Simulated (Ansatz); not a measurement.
System: fluorite CdF2. Method: PBE0-D3(BJ) (plane waves, PAW; Ansatz, a quantum-chemistry and plane-wave program).

Numerical settings: plane-wave cutoff 460 eV, 8×8×8 k mesh, Fermi–Dirac smearing 0.01 eV, scalar-relativistic PAW data made under PBE.

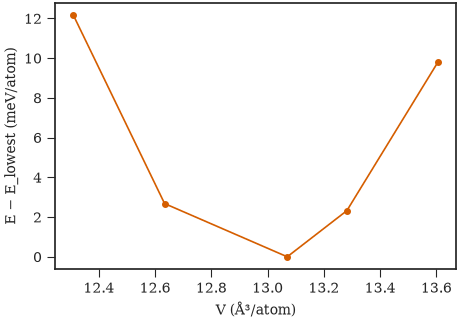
Figure. Total energy against volume

Problem. From the curve, estimate the equilibrium volume and the bulk modulus.

Solution. V0 ≈ 13.0 Å³/atom and B0 ≈ 110 GPa; the fit gives V0 = 12.960 Å³/atom, B0 = 111 GPa, B′ = 4.8.

The computed numbers hold no vibrational or temperature effects.
